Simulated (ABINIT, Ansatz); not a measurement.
## NaF (Villiaumite): changed settings of a GW run in ABINIT

A base run on NaF (Villiaumite), then changed inputs.

Calculated with ABINIT 10.8.3; PBE and many-body steps on it, plane waves.

The database entry behind the starting cell differs from later determinations by our own check (0.1 to 0.3 % short, probably kX units), so it need not match the best structure at ambient conditions.

**1. Set-up**

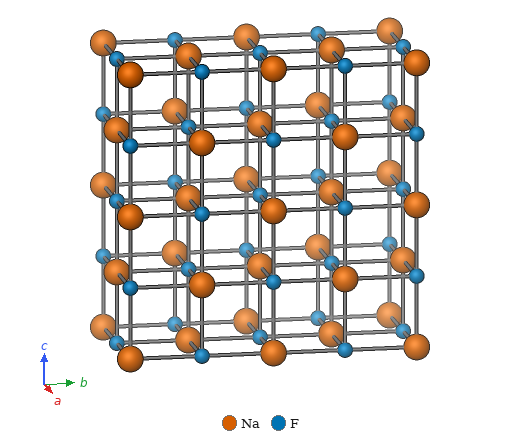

The cell as given, slightly off an axis (sodium orange, fluorine blue). 1×2×2 cells are drawn. This picture shows the conventional cell, with its axes. Some periodic images of atoms are drawn too.

The cell and positions come from the Crystallography Open Database and are kept as given unless a step says otherwise.

**2. Screening, 6×6×6 mesh, 190 bands, screening to 283 eV**

This step: ABINIT 10.8.3; RPA screening on PBE, plane waves, norm-conserving pseudopotentials.

The RPA dielectric matrix is built and inverted for each q.

run.abi reads:

```
acell 3*1.0 Angstrom
rprim 
  0.000000000000 2.310000000000 2.310000000000
  2.310000000000 0.000000000000 2.310000000000
  2.310000000000 2.310000000000 0.000000000000
ntypat 2
znucl 11 9
natom 2
typat 1 2
xred 
  0.000000000000 0.000000000000 0.000000000000
  0.500000000000 0.500000000000 0.500000000000
pp_dirpath "pseudos"
pseudos "Na.upf, F.upf"
ecut 38
ngkpt 6 6 6
nshiftk 1
shiftk 0 0 0
kptopt 1
chksymbreak 0
istwfk *1
occopt 1
irdwfk 1
optdriver 3
nband 190
ecuteps 10.4
inclvkb 2
awtr 1
symchi 1
indata_prefix "in"
outdata_prefix "out"
tmpdata_prefix "tmp"
```

Launch:

```sh
$ OMP_NUM_THREADS=1 mpirun -n 4 abinit run.abi > log
```

The program printed:

```text
.Version 10.8.3 of ABINIT. v10.8.2 released Aug 2026.

 Symmetries : space group Fm -3 m (#225); Bravais cF (face-center cubic)
[... echo of the input left out ...]
== DATASET  1 ==================================================================
-   mpi_nproc: 4, omp_nthreads: 1 (-1 if OMP is not activated)

--- !DatasetInfo
iteration_state: {dtset: 1, }
dimensions: {natom: 2, nkpt: 16, mband: 190, nsppol: 1, nspinor: 1, nspden: 1, mpw: 1874, }
cutoff_energies: {ecut:  38.0, pawecutdg:  -1.0, }
electrons: {nelect:   1.60000000E+01, charge:   0.00000000E+00, occopt:   1.00000000E+00, tsmear:   1.00000000E-02, }

 SCREENING: Calculation of the susceptibility and dielectric matrices

 Based on a program developped by R.W. Godby, V. Olevano, G. Onida, and L. Reining.
 Incorporated in ABINIT by V. Olevano, G.-M. Rignanese, and M. Torrent.
.Using double precision arithmetic ; gwpc =  8

[... cell and pseudopotentials left out ...]
--------------------------------------------------------------------------------

 ==== K-mesh for the wavefunctions ====
 Number of points in the irreducible wedge :    16
[... list of points left out ...]
 Together with 48 symmetry operations and time-reversal symmetry
 yields   216 points in the full Brillouin Zone.

 ==== Q-mesh for the screening function ====
 Number of points in the irreducible wedge :    16
[... list of points left out ...]
 Together with 48 symmetry operations and time-reversal symmetry
 yields   216 points in the full Brillouin Zone.

 setmesh: FFT mesh size selected  =    25x   25x   25
          total number of points  =        15625

 vcoul_init : cutoff-mode = AUXILIARY_FUNCTION
 q-points for optical limit:   1
     1)      0.000010    0.000020    0.000030

- screening: taking advantage of time-reversal symmetry
- Maximum band index for partially occupied states nbvw = 8
- Remaining bands to be divided among processors   nbcw = 182
- Number of bands treated by each node ~45

 Number of electrons calculated from density =   16.0000; Expected =   16.0000
 average of density, n =  0.096174
 r_s =    1.3540
 omega_plasma =   29.9147 [eV]

 calculating chi0 at frequencies [eV] :
  1    0.000000E+00    0.000000E+00
  2    0.000000E+00    2.991468E+01

--------------------------------------------------------------------------------
  q-point number  1        q = ( 0.000000, 0.000000, 0.000000) [r.l.u.]
--------------------------------------------------------------------------------
[... chi0 elements left out ...]
 For q-point:  0.000010 0.000020 0.000030
  dielectric constant =   1.7986
  dielectric constant without local fields =   1.9010

  Average fulfillment of the sum rule on Im[epsilon] for q-point    1 :     83.19  [%]
[... wings left out ...]
  q-point number  2        q = ( 0.166667, 0.000000, 0.000000) [r.l.u.]
--------------------------------------------------------------------------------
[... chi0 elements left out ...]
  Average fulfillment of the sum rule on Im[epsilon] for q-point    2 :     94.18  [%]

 [... 14 further q-points ...]
```

It took 2.5 min on 4 MPI ranks of Intel Xeon Platinum 8488C (Sapphire Rapids), shared host; peak memory 1.4 GiB; 9.9 min of CPU time.

Numbers from this step:

* ε∞ with local fields, on this mesh, along the program's q direction: 1.799
* the same without local fields: 1.901
* plasma frequency: 29.91 eV
* plane waves in the screening matrix: 283

Local fields lower ε∞ by 5 %.

**3. Base**

The self-energy is evaluated for the states that the input lists, and the levels follow from it, in one-shot runs by the linearised quasiparticle equation.

This step: G0W0 on PBE, plane waves, norm-conserving pseudopotentials.

Changes to run.abi since step 2:

```diff
@@ -23,8 +23,15 @@
 irdwfk 1
-optdriver 3
+optdriver 4
 nband 190
+gwcalctyp 0
+ecutsigx 38
+symsigma 1
+nkptgw 1
+kptgw 
+  0.0000000000 0.0000000000 0.0000000000
+bdgw 
+  6 12
 ecuteps 10.4
-inclvkb 2
-awtr 1
-symchi 1
+irdscr 1
+ppmodel 1
 indata_prefix "in"
```

The program printed:

```text
.Version 10.8.3 of ABINIT. v10.8.2 released Aug 2026.

 Symmetries : space group Fm -3 m (#225); Bravais cF (face-center cubic)
[... echo of the input left out ...]
== DATASET  1 ==================================================================
-   mpi_nproc: 4, omp_nthreads: 1 (-1 if OMP is not activated)

--- !DatasetInfo
iteration_state: {dtset: 1, }
dimensions: {natom: 2, nkpt: 16, mband: 190, nsppol: 1, nspinor: 1, nspden: 1, mpw: 1874, }
cutoff_energies: {ecut:  38.0, pawecutdg:  -1.0, }
electrons: {nelect:   1.60000000E+01, charge:   0.00000000E+00, occopt:   1.00000000E+00, tsmear:   1.00000000E-02, }

 SIGMA: Calculation of the GW corrections

 Based on a program developped by R.W. Godby, V. Olevano, G. Onida, and L. Reining.
 Incorporated in ABINIT by V. Olevano, G.-M. Rignanese, and M. Torrent.
.Using double precision arithmetic ; gwpc =  8

[... cell and pseudopotentials left out ...]
--------------------------------------------------------------------------------

 ==== K-mesh for the wavefunctions ====
 Number of points in the irreducible wedge :    16
[... list of points left out ...]
 Together with 48 symmetry operations and time-reversal symmetry
 yields   216 points in the full Brillouin Zone.

 ==== Q-mesh for screening function ====
 Number of points in the irreducible wedge :    16
[... list of points left out ...]
 Together with 48 symmetry operations and time-reversal symmetry
 yields   216 points in the full Brillouin Zone.

 vcoul_init : cutoff-mode = AUXILIARY_FUNCTION
 q-points for optical limit:   1
     1)      0.000010    0.000020    0.000030
 setmesh: FFT mesh size selected  =    36x   36x   36
          total number of points  =        46656

 Number of electrons calculated from density =   16.0000; Expected =   16.0000
 average of density, n =  0.096174
 r_s =    1.3540
 omega_plasma =   29.9147 [eV]

 === KS Band Gaps ===
  >>>> For spin  1
   Minimum direct gap =   6.3895 [eV], located at k-point      :   0.0000  0.0000  0.0000
   Fundamental gap    =   6.3895 [eV], Top of valence bands at :   0.0000  0.0000  0.0000
                                       Bottom of conduction at :   0.0000  0.0000  0.0000
 SIGMA fundamental parameters:
 PLASMON POLE MODEL  1
 number of plane-waves for SigmaX                 1837
 number of plane-waves for SigmaC and W            283
 number of plane-waves for wavefunctions          1837
 number of bands                                   190
 number of independent spin polarizations            1
 number of spinorial components                      1
 number of k-points in IBZ                          16
 number of q-points in IBZ                          16
 number of symmetry operations                      48
 number of k-points in BZ                          216
 number of q-points in BZ                          216
 number of frequencies for dSigma/dE                 9
 frequency step for dSigma/dE [eV]                0.25
 number of omega for Sigma on real axis              0
 max omega for Sigma on real axis  [eV]           0.00
 zcut for avoiding poles [eV]                     0.10

 EPSILON^-1 parameters (SCR file):
 dimension of the eps^-1 matrix on file            283
 dimension of the eps^-1 matrix used               283
 number of plane-waves for wavefunctions          1837
 number of bands                                   190
 number of q-points in IBZ                          16
 number of frequencies                               2
 number of real frequencies                          1
 number of imag frequencies                          1

 matrix elements of self-energy operator (all in [eV])

 Perturbative Calculation

--- !SelfEnergy_ee
iteration_state: {dtset: 1, }
kpoint     : [   0.000,    0.000,    0.000, ]
spin       : 1
KS_gap     :    6.390
QP_gap     :   10.637
Delta_QP_KS:    4.248
data: !SigmaeeData |
     Band     E0 <VxcDFT>   SigX SigC(E0)      Z dSigC/dE  Sig(E)    E-E0       E
        6  -1.330 -22.508 -30.235   4.215   0.823  -0.215 -25.397  -2.889  -4.219
        7  -1.330 -22.508 -30.235   4.215   0.823  -0.215 -25.397  -2.889  -4.219
        8  -1.330 -22.508 -30.235   4.215   0.823  -0.215 -25.397  -2.889  -4.219
        9   5.060  -9.465  -5.324  -2.639   0.904  -0.106  -8.107   1.359   6.419
       10  17.827  -7.169  -2.170  -3.234   0.902  -0.108  -5.576   1.593  19.420
       11  17.827  -7.169  -2.170  -3.234   0.902  -0.108  -5.576   1.593  19.420
       12  17.827  -7.169  -2.170  -3.234   0.902  -0.108  -5.576   1.593  19.420

== END DATASET(S) ==============================================================
================================================================================

 -outvars: echo values of variables after computation  --------
           etotal      0.0000000000E+00
            nband         190
             nkpt          16
          spgroup         225
 [... the other variables as echoed above ...]

 Calculation completed.
```

Run time: 18 s. Hardware: 4 MPI ranks; peak memory 1.5 GiB.

Numbers from this step:

| Quantity | Value |
| --- | --- |
| G0W0 gap on the points computed | 10.64 eV |
| starting gap on the mesh | 6.390 eV |
| k of the valence top | 0, 0, 0 |
| k of the conduction bottom | 0, 0, 0 |
| Z at the valence top | 0.823 |
| Z at the conduction bottom | 0.904 |
| least direct G0W0 gap on the computed points | 10.64 eV |

The gap on the mesh goes from 6.39 eV to 10.64 eV, a correction of +4.25 eV.

**4. Fewer bands in the self-energy**

Changes to run.abi since step 3:

```diff
@@ -24,3 +24,3 @@
 optdriver 4
-nband 190
+nband 14
 gwcalctyp 0
```

The program printed:

```text
.Version 10.8.3 of ABINIT. v10.8.2 released Aug 2026.

 Symmetries : space group Fm -3 m (#225); Bravais cF (face-center cubic)
[... echo of the input left out ...]
== DATASET  1 ==================================================================
-   mpi_nproc: 4, omp_nthreads: 1 (-1 if OMP is not activated)

--- !DatasetInfo
iteration_state: {dtset: 1, }
dimensions: {natom: 2, nkpt: 16, mband: 14, nsppol: 1, nspinor: 1, nspden: 1, mpw: 1874, }
cutoff_energies: {ecut:  38.0, pawecutdg:  -1.0, }
electrons: {nelect:   1.60000000E+01, charge:   0.00000000E+00, occopt:   1.00000000E+00, tsmear:   1.00000000E-02, }

 SIGMA: Calculation of the GW corrections

 Based on a program developped by R.W. Godby, V. Olevano, G. Onida, and L. Reining.
 Incorporated in ABINIT by V. Olevano, G.-M. Rignanese, and M. Torrent.
.Using double precision arithmetic ; gwpc =  8

[... cell and pseudopotentials left out ...]
--------------------------------------------------------------------------------

 ==== K-mesh for the wavefunctions ====
 Number of points in the irreducible wedge :    16
[... list of points left out ...]
 Together with 48 symmetry operations and time-reversal symmetry
 yields   216 points in the full Brillouin Zone.

 ==== Q-mesh for screening function ====
 Number of points in the irreducible wedge :    16
[... list of points left out ...]
 Together with 48 symmetry operations and time-reversal symmetry
 yields   216 points in the full Brillouin Zone.

 vcoul_init : cutoff-mode = AUXILIARY_FUNCTION
 q-points for optical limit:   1
     1)      0.000010    0.000020    0.000030
 setmesh: FFT mesh size selected  =    36x   36x   36
          total number of points  =        46656

 Number of electrons calculated from density =   16.0000; Expected =   16.0000
[...]
number of q-points in BZ                          216
 number of frequencies for dSigma/dE                 9
 frequency step for dSigma/dE [eV]                0.25
 number of omega for Sigma on real axis              0
 max omega for Sigma on real axis  [eV]           0.00
 zcut for avoiding poles [eV]                     0.10

 EPSILON^-1 parameters (SCR file):
 dimension of the eps^-1 matrix on file            283
 dimension of the eps^-1 matrix used               283
 number of plane-waves for wavefunctions          1837
 number of bands                                   190
 number of q-points in IBZ                          16
 number of frequencies                               2
 number of real frequencies                          1
 number of imag frequencies                          1

 matrix elements of self-energy operator (all in [eV])

 Perturbative Calculation

--- !SelfEnergy_ee
iteration_state: {dtset: 1, }
kpoint     : [   0.000,    0.000,    0.000, ]
spin       : 1
KS_gap     :    6.390
QP_gap     :    9.970
Delta_QP_KS:    3.580
data: !SigmaeeData |
     Band     E0 <VxcDFT>   SigX SigC(E0)      Z dSigC/dE  Sig(E)    E-E0       E
        6  -1.330 -22.508 -30.235   5.719   0.832  -0.202 -24.178  -1.670  -2.999
        7  -1.330 -22.508 -30.235   5.719   0.832  -0.202 -24.178  -1.670  -2.999
        8  -1.330 -22.508 -30.235   5.719   0.832  -0.202 -24.178  -1.670  -2.999
        9   5.060  -9.465  -5.324  -2.042   0.910  -0.099  -7.555   1.910   6.970
       10  17.827  -7.169  -2.170  -2.141   0.919  -0.089  -4.544   2.625  20.452
       11  17.827  -7.169  -2.170  -2.141   0.919  -0.089  -4.544   2.625  20.452
       12  17.827  -7.169  -2.170  -2.141   0.919  -0.089  -4.544   2.625  20.452

== END DATASET(S) ==============================================================
================================================================================

 -outvars: echo values of variables after computation  --------
           etotal      0.0000000000E+00
            nband          14
             nkpt          16
          spgroup         225
 [... the other variables as echoed above ...]

 Calculation completed.
```

The job ended after 4.7 s (4 MPI ranks; peak memory 0.75 GiB; 18 s of CPU time).

This step gave:

```yaml
g0w0_gap_on_the_points_computed: 9.969 eV
starting_gap_on_the_mesh: 6.390 eV
k_of_the_valence_top: 0, 0, 0
k_of_the_conduction_bottom: 0, 0, 0
z_at_the_valence_top: 0.832
z_at_the_conduction_bottom: 0.91
least_direct_g0w0_gap_on_the_computed_points: 9.969 eV
```

**5. Unknown plasmon-pole model**

Changes to run.abi since step 4:

```diff
@@ -24,3 +24,3 @@
 optdriver 4
-nband 14
+nband 190
 gwcalctyp 0
@@ -35,3 +35,3 @@
 irdscr 1
-ppmodel 1
+ppmodel 7
 indata_prefix "in"
```

The program printed:

```text
.Version 10.8.3 of ABINIT. v10.8.2 released Aug 2026.

 Symmetries : space group Fm -3 m (#225); Bravais cF (face-center cubic)
================================================================================
 Values of the parameters that define the memory need of the present run
     intxc =       0    ionmov =       0      iscf =       7    lmnmax =       5
     lnmax =       5     mgfft =      36  mpssoang =       3    mqgrid =    3001
     natom =       2  nloc_mem =       1    nspden =       1   nspinor =       1
    nsppol =       1      nsym =      48    n1xccc =    2501    ntypat =       2
    occopt =       1   xclevel =       2
-    mband =         190        mffmem =           1         mkmem =           4
       mpw =        1874          nfft =       46656          nkpt =          16
================================================================================
  Rough estimation (10% accuracy) of disk space for files :
================================================================================

--------------------------------------------------------------------------------
------------- Echo of variables that govern the present computation ------------
--------------------------------------------------------------------------------
 -outvars: echo values of preprocessed input variables --------
            acell      1.8897261259E+00  1.8897261259E+00  1.8897261259E+00 Bohr

             bdgw           6      12
      chksymbreak           0
             ecut      3.80000000E+01 Hartree
          ecuteps      1.04000000E+01 Hartree
         ecutsigx      3.80000000E+01 Hartree
          ecutwfn      3.80000000E+01 Hartree
-          fftalg         312
           irdscr           1
           irdwfk           1

              ixc     -101130
[...]
pspatm : epsatm=    9.36084378
         --- l  ekb(1:nproj) -->
[...]
pspatm: atomic psp has been read  and splines computed

- F Generated using ONCVPSP code by D. R. Hamann
-  9.00000   7.00000  171031                  znucl, zion, pspdat
12 -101130 2 -1 832                           pspcod,pspxc,lmax,lloc,mmax
     nproj     2     2     1
  pspatm : epsatm=    4.87625608
         --- l  ekb(1:nproj) -->
             0    6.519403    1.070094
             1   -3.955629   -1.291931
             2   -2.441503
 pspatm: atomic psp has been read  and splines computed

   2.27793598E+02                                ecore*ucvol(ha*bohr**3)
--------------------------------------------------------------------------------

 ==== K-mesh for the wavefunctions ====
 Number of points in the irreducible wedge :    16
 Reduced coordinates and weights :

     1)     0.00000000E+00  0.00000000E+00  0.00000000E+00       0.00463
     2)     1.66666667E-01  0.00000000E+00  0.00000000E+00       0.03704
     3)     3.33333333E-01  0.00000000E+00  0.00000000E+00       0.03704
[...]
Together with 48 symmetry operations and time-reversal symmetry
 yields   216 points in the full Brillouin Zone.

 ==== Q-mesh for screening function ====
 Number of points in the irreducible wedge :    16
 Reduced coordinates and weights :

[...]
15)    -3.33333333E-01  3.33333333E-01  1.66666667E-01       0.11111
    16)    -3.33333333E-01  5.00000000E-01  1.66666667E-01       0.05556

 Together with 48 symmetry operations and time-reversal symmetry
 yields   216 points in the full Brillouin Zone.

 vcoul_init : cutoff-mode = AUXILIARY_FUNCTION
 q-points for optical limit:   1
     1)      0.000010    0.000020    0.000030
 setmesh: FFT mesh size selected  =    36x   36x   36
          total number of points  =        46656

 Number of electrons calculated from density =   16.0000; Expected =   16.0000
 average of density, n =  0.096174
 r_s =    1.3540
 omega_plasma =   29.9147 [eV]

--- !BUG
message: |
    Wrong ppm%model: 7

--- !BUG
message: |
    Wrong ppm%model: 7

--- from the log ---
Wrong ppm%model: 7
```

Elapsed: 2.6 s, on 4 MPI ranks; peak memory 0.17 GiB.

The run stopped with an error after 2.6 s.

The program's words: Wrong ppm%model: 7

The fault put into this input: unknown plasmon-pole model.

**6. Side by side**

Times are wall times on 4 MPI ranks of Intel Xeon Platinum 8488C (Sapphire Rapids), shared host, good to a factor of about two. A run's time includes the screening step that it read.

```tsv
run	mesh	bands	screening cutoff (eV)	DFT gap (eV)	gap on the mesh (eV)	direct (eV)	ε∞ used	time
base	6×6×6	190	283	6.390	10.638	10.638	1.80	2.8 min
fewer bands in the self-energy	6×6×6	14	283	6.390	9.969	9.969	1.80	2.5 min
```

**7. What came out**

```json
{
  "base": "10.638 eV",
  "fewer bands in the self-energy": "9.969 eV",
  "known limits": "not at the basis limit"
}
```

Fewer bands in the self-energy: −0.669 eV against base (keys changed: nband). Bands and cutoff are finite, so the gap is not at the basis limit. The miss can reach some tenths of an eV and take either sign; the mesh is an error of its own. In the G0W0 runs levels were corrected at 1 k point alone, so a gap called «on the mesh» is the least over those, and an edge elsewhere would be missed.

[Paths, hosts, dates, memory and timing lines, banners, echoed tables and standing remarks are left out of the program output.]

[Logs are printed without paths, hosts, clocks, repeated set-up lines and the standing remarks that a program may print on its own settings, such as how far it seeks lower states.]

[Runs of the session that timed out or met a known fault of the program may be left out.]

[Hosts, paths, dates, database ids (printed as entryN), source tags and the programs' standing remarks are cut or masked in the printed files.]

[G0W0 gaps are taken among the corrected bands and points alone; a level outside them can change the order at an edge.]

[Where Ansatz stands beside ABINIT at settings called matched, ABINIT's density can come from a denser mesh and the files from another edition; pairs whose starting gaps differed by over 0.03 eV were left out, so agreement reads better than it is.]
